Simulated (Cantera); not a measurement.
Input: 1 mol PbO, a varied amount of N2, equilibrated at 1673 K and 260000 Pa.

Cantera equilibrium calculation (NASA polynomials, part measured and part estimated; ideal gas, pure solids and liquids). Candidate condensed phases: Pb, PbO, PbO2, Pb3O4; 12 gas species. Gases not in the tables: (PbO)n polymers. Equilibrium is a limit: real reactors are often held back by kinetics, nucleation or transport.

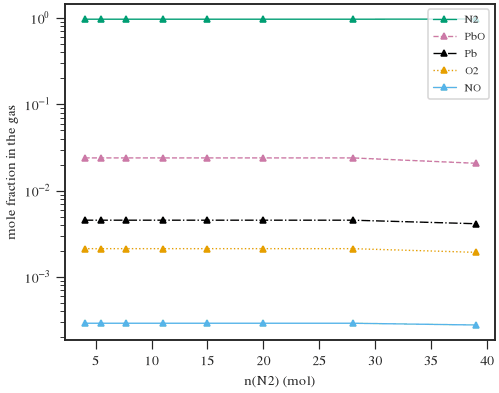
*Equilibrium gas composition (values under 1e-9 drawn at 1e-9)*

Read off the mole fractions at 4 mol N2.

N2 about 0.97, PbO about 0.024, Pb about 0.0046, O2 about 0.0021, NO about 0.00029.
